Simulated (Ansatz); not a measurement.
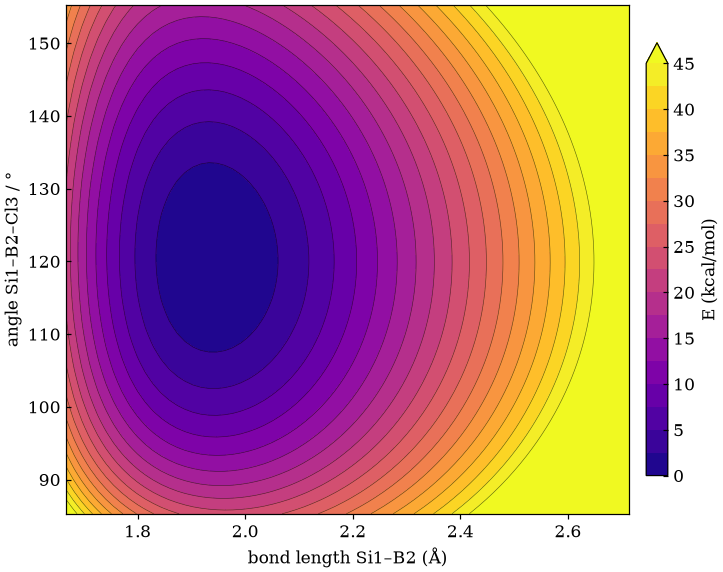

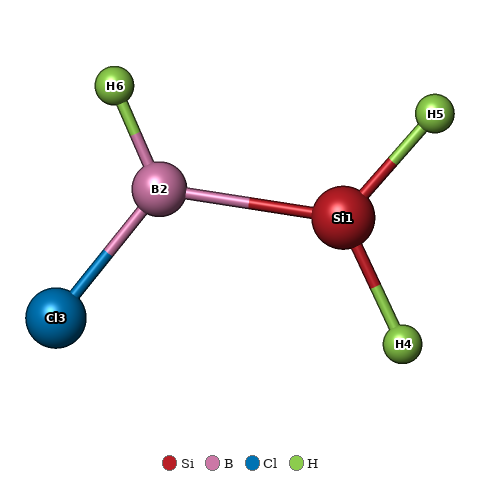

Energy landscape of BClH3Si, SMILES [SiH2]BCl, spin multiplicity 2. Coordinates scanned: (1) bond length Si1–B2; (2) angle Si1–B2–Cl3. Nothing is relaxed (all other coordinates rigid). The grid has 15 × 15 points. Points are written as (first, second). Energies are in kcal/mol, from the relaxed molecule at the same level. Computed with UHF-MP2, frozen core/def2-TZVP in Ansatz.

The picture shows filled contours, one colour for all values above the top of the scale. Between grid points the surface is interpolated. The second picture is the structure at the lowest point.

Summarise what can be read from the map.

The lowest grid point is at (1.966 Å, 120.3°), 0.14 kcal/mol from the relaxed molecule at the same level. It is the only kind of minimum in the scanned range. The highest grid point, (2.714 Å, 85.3°), lies 69.0 kcal/mol above the lowest. Round the minimum the two coordinates are nearly uncoupled.

The values on the grid:

| angle Si1–B2–Cl3 ↓, bond length Si1–B2 → | 1.667 | 1.742 | 1.817 | 1.892 | 1.966 | 2.041 | 2.116 | 2.191 | 2.266 | 2.340 | 2.415 | 2.490 | 2.565 | 2.640 | 2.714 |
| --- | --- | --- | --- | --- | --- | --- | --- | --- | --- | --- | --- | --- | --- | --- | --- |
| 155.3 | 34.3 | 24.2 | 18.7 | 16.6 | 16.9 | 18.9 | 22.2 | 26.4 | 31.2 | 36.5 | 42.4 | 48.8 | 55.5 | 61.6 | 66.9 |
| 150.3 | 30.9 | 20.5 | 14.8 | 12.4 | 12.6 | 14.5 | 17.7 | 21.9 | 26.6 | 31.9 | 37.6 | 43.9 | 50.6 | 57.2 | 63.1 |
| 145.3 | 28.0 | 17.4 | 11.4 | 8.9 | 8.9 | 10.7 | 13.9 | 18.0 | 22.8 | 28.0 | 33.7 | 39.9 | 46.5 | 53.4 | 59.7 |
| 140.3 | 25.6 | 14.8 | 8.6 | 5.9 | 5.8 | 7.6 | 10.7 | 14.8 | 19.6 | 24.8 | 30.5 | 36.6 | 43.2 | 50.1 | 56.7 |
| 135.3 | 23.8 | 12.7 | 6.3 | 3.6 | 3.4 | 5.1 | 8.2 | 12.3 | 17.1 | 22.4 | 28.1 | 34.1 | 40.7 | 47.6 | 54.4 |
| 130.3 | 22.4 | 11.2 | 4.7 | 1.8 | 1.6 | 3.3 | 6.4 | 10.5 | 15.4 | 20.6 | 26.3 | 32.4 | 38.8 | 45.7 | 52.7 |
| 125.3 | 21.6 | 10.3 | 3.8 | 0.8 | 0.5 | 2.2 | 5.3 | 9.4 | 14.3 | 19.5 | 25.2 | 31.3 | 37.7 | 44.6 | 51.6 |
| 120.3 | 21.5 | 10.1 | 3.4 | 0.5 | 0.1 | 1.8 | 4.9 | 9.0 | 13.9 | 19.1 | 24.9 | 30.9 | 37.3 | 44.2 | 51.2 |
| 115.3 | 22.0 | 10.5 | 3.8 | 0.8 | 0.5 | 2.1 | 5.2 | 9.3 | 14.2 | 19.4 | 25.2 | 31.2 | 37.6 | 44.5 | 51.5 |
| 110.3 | 23.2 | 11.7 | 5.0 | 2.0 | 1.6 | 3.2 | 6.3 | 10.4 | 15.2 | 20.5 | 26.2 | 32.2 | 38.7 | 45.6 | 52.5 |
| 105.3 | 25.3 | 13.7 | 7.0 | 4.0 | 3.6 | 5.2 | 8.2 | 12.3 | 17.1 | 22.3 | 28.0 | 34.0 | 40.5 | 47.5 | 54.3 |
| 100.3 | 28.5 | 16.8 | 10.1 | 6.9 | 6.5 | 8.1 | 11.1 | 15.1 | 19.8 | 24.9 | 30.6 | 36.7 | 43.3 | 50.2 | 56.9 |
| 95.3 | 33.1 | 21.3 | 14.3 | 11.1 | 10.6 | 12.0 | 14.9 | 18.8 | 23.5 | 28.6 | 34.2 | 40.3 | 47.0 | 53.9 | 60.2 |
| 90.3 | 39.7 | 27.5 | 20.3 | 16.8 | 16.0 | 17.3 | 20.0 | 23.8 | 28.3 | 33.3 | 38.9 | 45.1 | 51.8 | 58.4 | 64.3 |
| 85.3 | 49.1 | 36.2 | 28.4 | 24.5 | 23.3 | 24.3 | 26.7 | 30.2 | 34.4 | 39.3 | 44.9 | 51.2 | 57.8 | 63.9 | 69.1 |

The input of one point:

```yaml
crystal:
  periodic: [false, false, false]
  atoms:
    - { symbol: Si, position_ang: [-0.686269, 0.463713, -0.479349] }
    - { symbol: B, position_ang: [0.781913, -0.335777, 0.55526] }
    - { symbol: Cl, position_ang: [0.976337, -2.078539, 0.614803] }
    - { symbol: H, position_ang: [-1.671325, -0.326215, -1.236188] }
    - { symbol: H, position_ang: [-0.900975, 1.917708, -0.567432] }
    - { symbol: H, position_ang: [1.56264, 0.329949, 1.157038] }
magnetization:
  spin_polarized: true
  initial_magnetization: 1
basis:
  gaussian: { orbitals: def2-TZVP }
hamiltonian:
  xc: hf
output:
  forces: true
correlation:
  method: mp2
scf:
  omitted_lower_state_checks: [cluster_reference]
```

The whole map (225 points run) took 26 min on 1 thread of AMD EPYC 7R43 64-Core Processor (Zen 3) (shared host).
